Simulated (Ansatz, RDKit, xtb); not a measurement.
# Isomers of CH9ClOSi3, a sample narrowed down, part 2 of 2

Which of a sample of isomers of CH9ClOSi3 is the most stable in the gas at 298.15 K, and what are its properties? The sample is small against all isomers, and the most stable one of this formula need not be in it.

xtb, Ansatz and PySCF; isolated molecules.

**10. c479c at MP2/def2-TZVPP**

Contents of input.yaml:

```yaml
crystal:
  periodic: [false, false, false]
  atoms:
    - {symbol: C, position_ang: [2.205043, -1.258644, 0.343245]}
    - {symbol: Cl, position_ang: [-1.025047, 0.095308, 1.279072]}
    - {symbol: O, position_ang: [1.475718, -0.363351, -0.483636]}
    - {symbol: Si, position_ang: [-0.195935, -0.345570, -0.598816]}
    - {symbol: Si, position_ang: [-0.618171, 1.471997, -2.010186]}
    - {symbol: Si, position_ang: [0.896239, 3.114321, -1.273857]}
    - {symbol: H, position_ang: [3.286737, -1.070333, 0.192443]}
    - {symbol: H, position_ang: [1.995464, -2.322547, 0.087926]}
    - {symbol: H, position_ang: [1.965298, -1.104014, 1.418402]}
    - {symbol: H, position_ang: [-0.713297, -1.711211, -0.967366]}
    - {symbol: H, position_ang: [-0.375905, 1.108758, -3.452614]}
    - {symbol: H, position_ang: [-2.048367, 1.913128, -1.849510]}
    - {symbol: H, position_ang: [0.781568, 3.231315, 0.221224]}
    - {symbol: H, position_ang: [0.600649, 4.453460, -1.895995]}
    - {symbol: H, position_ang: [2.294401, 2.700638, -1.638758]}
basis:
  gaussian: {orbitals: def2-TZVPP}
total_charge: 0
correlation: {method: mp2, frozen_orbitals: {H: 0, Si: 5, C: 1, Cl: 5, O: 1}}
```

Started as:

```
$ ansatz run input.yaml --threads 2 --pin off --max-ram 5220MiB --events-out events.jsonl --progress --plain --runs-dir runs
```

Output:

```text
Warning: RAYON_NUM_THREADS=2 ignored (pool sized by the plan → 2); use --threads N
Functional definition: HF
  name "HF"
  exchange = exact_x
  correlation = 0
2053 factors; integrals over basis functions are off by at most 1.1e-3 eV
mean field evaluation 1: about -39301.1238 eV, gradient 3.6e1 eV
mean field evaluation 2: about -39301.5282 eV, gradient 3.6e1 eV
mean field evaluation 4: about -39305.2565 eV, gradient 5.1e0 eV
mean field evaluation 8: about -39305.3620 eV, gradient 3.5e-1 eV
mean field evaluation 16: about -39305.3626 eV, gradient 1.5e-6 eV
mean field -39305.36257845 eV, -1444.4454326263 hartree, gradient 1.5e-6 eV, S^2 0.000000; 0 other end points of the search recorded, 0 dependent functions left out
22 core orbitals not correlated: weight in the atoms' cores, before any rotation towards them, 1.000 or more for the frozen orbitals, at most 0.000 for the correlated occupied ones
reference -39305.36257845 eV, -1444.4454326263 hartree; 19, 19 occupied and 315, 315 virtual orbitals, 2053 factors
second order -26.47523890 eV of doubles, -0.00000000 eV of singles
Total energy: -39331.83781735 eV, -1445.4183797103 hartree
```

It took 47 s on 2 threads of Intel Xeon at 2.50GHz (Skylake/Cascade Lake), shared host; peak memory 1.2 GiB.

**11. c550b at CCSD(T)/def2-SVP**

Contents of input.yaml:

```yaml
basis:
  gaussian:
    orbitals: def2-SVP
crystal:
  periodic: [false, false, false]
  atoms:
    - {symbol: C, position_ang: [2.810576, 1.990448, -0.962100]}
    - {symbol: Cl, position_ang: [1.910126, -1.854370, -1.653757]}
    - {symbol: O, position_ang: [1.732478, 1.405963, -0.254023]}
    - {symbol: Si, position_ang: [0.138925, 1.396367, -0.814708]}
    - {symbol: Si, position_ang: [-0.717806, -0.482847, 0.305065]}
    - {symbol: Si, position_ang: [1.171680, -1.882556, 0.313510]}
    - {symbol: H, position_ang: [3.741907, 1.818809, -0.384694]}
    - {symbol: H, position_ang: [2.939956, 1.529855, -1.968192]}
    - {symbol: H, position_ang: [2.684205, 3.090172, -1.092223]}
    - {symbol: H, position_ang: [0.093631, 1.197461, -2.310875]}
    - {symbol: H, position_ang: [-0.562862, 2.695675, -0.502761]}
    - {symbol: H, position_ang: [-1.175627, -0.180289, 1.708883]}
    - {symbol: H, position_ang: [-1.846392, -1.133464, -0.451113]}
    - {symbol: H, position_ang: [0.872225, -3.316388, 0.656440]}
    - {symbol: H, position_ang: [2.240016, -1.377398, 1.239080]}
correlation:
  method: ccsd_t
  frozen_orbitals: {H: 0, Si: 5, C: 1, Cl: 5, O: 1}
```

Started as:

```
$ ansatz run input.yaml --threads 2 --pin off --max-ram 5220MiB --events-out events.jsonl --progress --plain --runs-dir runs
```

Output (excerpt; [...] marks lines left out):

```text
Warning: RAYON_NUM_THREADS=2 ignored (pool sized by the plan → 2); use --threads N
[... 2 set-up lines as earlier in the session ...]
[...]
1405 factors; integrals over basis functions are off by at most 1.3e-3 eV
[...]
mean field -39288.62310646 eV, -1443.8302683771 hartree, gradient 7.6e-7 eV, S^2 0.000000; 0 other end points of the search recorded, 0 dependent functions left out
22 core orbitals not correlated: weight in the atoms' cores, before any rotation towards them, 1.000 or more for the frozen orbitals, at most 0.000 for the correlated occupied ones
reference -39288.62310646 eV, -1443.8302683771 hartree; 19, 19 occupied and 104, 104 virtual orbitals, 1405 factors
second order -20.54152393 eV of doubles, -0.00000000 eV of singles
cycle   1  -22.10170936 eV  change    -1.6e0 eV  update   1.1e-1
[...]
cycle   9  -22.90095921 eV  change   -2.4e-5 eV  update   2.0e-5
perturbative correction -0.59496602 eV, -0.0218645980 hartree
Total energy: -39312.11903169 eV, -1444.6937277033 hartree
```

Wall time 60 s (2 threads of Intel Xeon at 2.50GHz (Skylake/Cascade Lake), shared host); peak memory 1 GiB.

**12. Putting it together**

Energies in kcal/mol from c479c; G adds the thermal terms to the CCSD(T)/def2-SVP + MP2/def2-TZVPP - MP2/def2-SVP energy. The columns left of the relaxed level are at the tight-binding geometries.

| label | SMILES | spin | GFN2-xTB | HF/STO-3G | r2SCAN-D4/def2-SVP | PBE-D3(BJ)/def2-SVP | HF/def2-SVP | MP2/def2-SVP | CCSD(T)/def2-SVP + MP2/def2-TZVPP - MP2/def2-SVP | G | share at equilibrium | T1 |
| --- | --- | --- | --- | --- | --- | --- | --- | --- | --- | --- | --- | --- |
| c479c | CO[Si@@H](Cl)[SiH2][SiH3] | singlet | 0.0 | 0.0 | 0.0 | 0.0 | 0.0 | 0.0 | 0.0 | 0.0 | 100.0 % | 0.012 |
| c550b | CO[SiH2][SiH2][SiH2]Cl | singlet | -2.0 | 5.1 | 7.6 | 5.7 | 4.8 | 5.4 | 5.5 | 5.9 | < 0.1 % | 0.012 |
| c545d | CO[SiH2][Si@@H]([SiH3])Cl | singlet | -0.4 | 4.0 | 7.0 | 6.0 | 6.5 | 7.1 | 6.3 | 6.1 | < 0.1 % | 0.012 |
| c198b | CO[Si@@H]([SiH3])[SiH2]Cl | singlet | -1.9 | 6.7 | 9.5 | 8.0 | 7.6 | 9.0 | 7.6 | 7.3 | < 0.1 % | 0.012 |

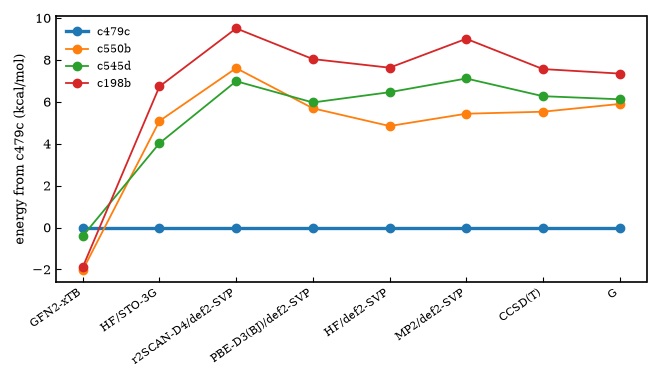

The finalists at each level, measured from c479c.

Lowest found: c479c, `CO[Si@@H](Cl)[SiH2][SiH3]`, a singlet. Bond lengths: C1–O3 1.420 Å, Cl2–Si4 2.100 Å, O3–Si4 1.676 Å, Si4–Si5 2.340 Å, Si5–Si6 2.352 Å, C1–H7 1.108 Å, C1–H8 1.114 Å, C1–H9 1.112 Å, Si4–H10 1.506 Å, Si5–H11 1.507 Å, Si5–H12 1.505 Å, Si6–H13 1.504 Å, Si6–H14 1.506 Å, Si6–H15 1.503 Å. Some angles: C1–O3–Si4 124.0°, Cl2–Si4–O3 109.6°, Cl2–Si4–Si5 107.8°, O3–Si4–Si5 103.3°, Si4–Si5–Si6 103.7°, O3–C1–H7 108.4°, O3–C1–H8 111.8°, O3–C1–H9 111.4°, Cl2–Si4–H10 105.9°, O3–Si4–H10 110.5°.

```xyz
15

C     2.2050   -1.2586    0.3432
Cl   -1.0250    0.0953    1.2791
O     1.4757   -0.3634   -0.4836
Si   -0.1959   -0.3456   -0.5988
Si   -0.6182    1.4720   -2.0102
Si    0.8962    3.1143   -1.2739
H     3.2867   -1.0703    0.1924
H     1.9955   -2.3225    0.0879
H     1.9653   -1.1040    1.4184
H    -0.7133   -1.7112   -0.9674
H    -0.3759    1.1088   -3.4526
H    -2.0484    1.9131   -1.8495
H     0.7816    3.2313    0.2212
H     0.6006    4.4535   -1.8960
H     2.2944    2.7006   -1.6388
```

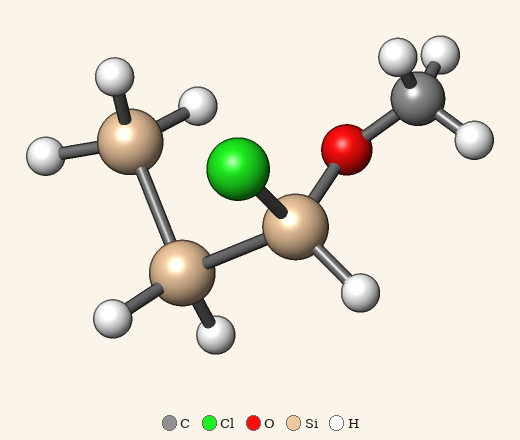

The lowest structure found, seen from a chosen angle (carbon grey, chlorine green, oxygen red, silicon light orange, hydrogen white).

**13. Outcome**

What follows sums up all 2 parts.

| quantity | value |
| --- | --- |
| lowest structure found | CO[Si@@H](Cl)[SiH2][SiH3], singlet |
| next finalist | CO[SiH2][SiH2][SiH2]Cl, singlet, 5.9 kcal/mol higher in G |
| share at equilibrium, among the finalists | 100.0 % |
| funnel | 16 starts, 15 minima at GFN2-xTB from these starts (17 with those found later), 10 screening runs, 4 relaxed, 4 ranked |
| CPU time of all runs | 35 min |

The search ends on `CO[Si@@H](Cl)[SiH2][SiH3]`. Among the finalists first place is clear (5.9 kcal/mol); structures outside the list aren't covered. With 7 minima in the window unscreened, the next finalist need not be the second lowest, and margin and share hold for the finalists alone. HF/STO-3G, r2SCAN-D4/def2-SVP, PBE-D3(BJ)/def2-SVP, HF/def2-SVP and MP2/def2-SVP already put its bonding pattern lowest among the structures in one piece; GFN2-xTB favours the singlet CO[SiH2][Si@@H]([SiH3])Cl (c545b, not a finalist). The largest share of the time went into the relaxations (52 % of the CPU time that the search's summary counts). 7 minima inside the window were never screened. Lowest found is not proven lowest: the search is finite, and each finalist counts with one conformer. Only 4 drawn patterns were tried, so whole families of isomers are missing, and the result ranks only the part of this sample that was screened.
